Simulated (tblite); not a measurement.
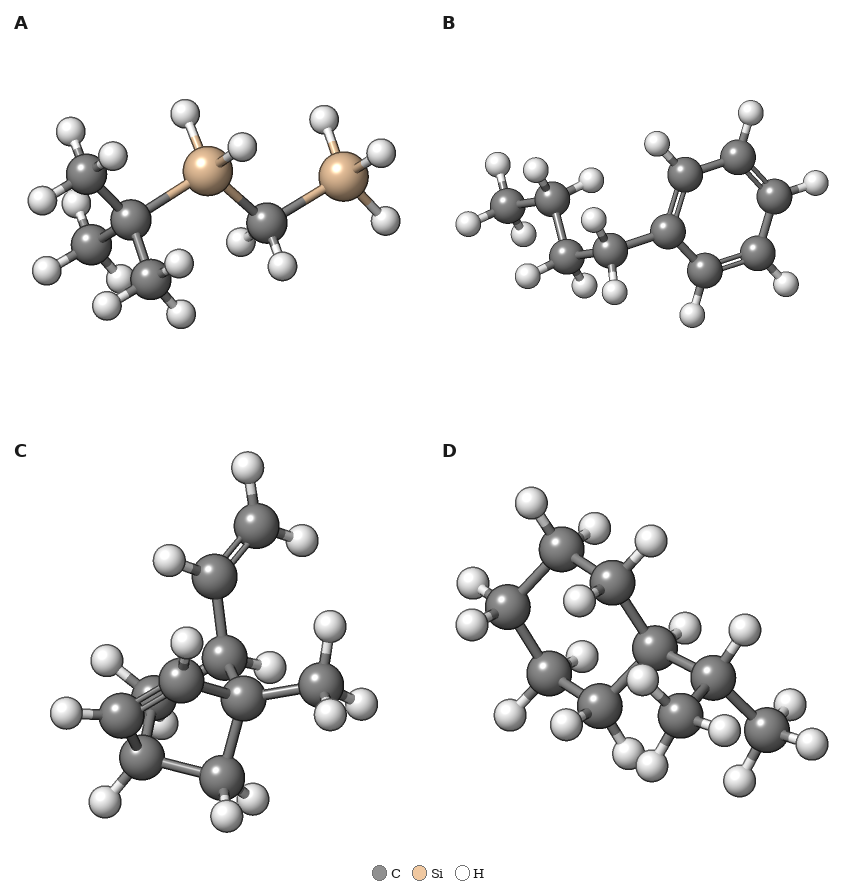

(Drawn from a calculation with tblite.)

> Which panel belongs to which SMILES?
(1) C=C[C@@H]1C[C@@H]2C=C[C@@]1(C)C2
(2) CC(C)C1CCCCC1
(3) CC(C)(C)[SiH2]C[SiH3]
(4) CCCCc1ccccc1

A is (3), B is (4), C is (1), D is (2).
